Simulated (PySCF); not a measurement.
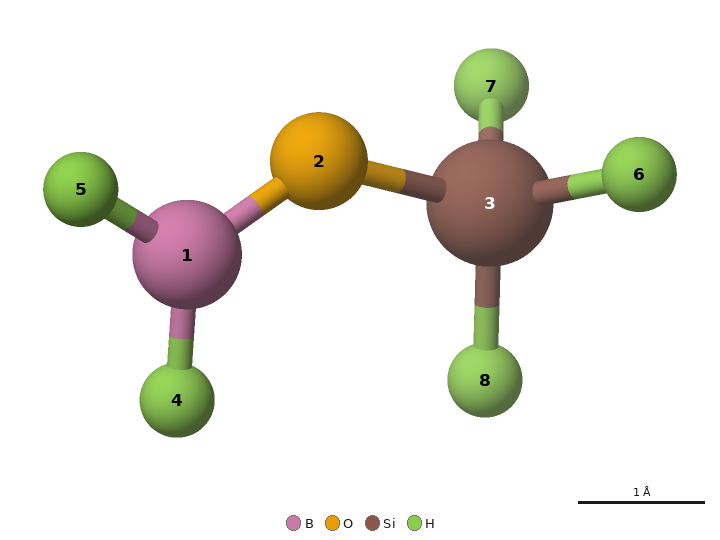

The atoms are numbered. The computed structure is the end point of a PBE0-D3(BJ)/def2-SVP optimisation. No frequency run is at hand to confirm it as a minimum.

**How are the neighbours of atom 3 arranged?**

Si3 has 4 neighbours (O2 at 1.68, H6 at 1.49, H7 at 1.49, H8 at 1.49 Å); the arrangement is tetrahedral.

**Describe the coordination of atom 2.**

O2 has 2 neighbours (B1 at 1.35, Si3 at 1.68 Å); the arrangement is bent.

**Describe the coordination of atom 1.**

B1 has 3 neighbours (O2 at 1.35, H4 at 1.22, H5 at 1.21 Å); the arrangement is trigonal planar.
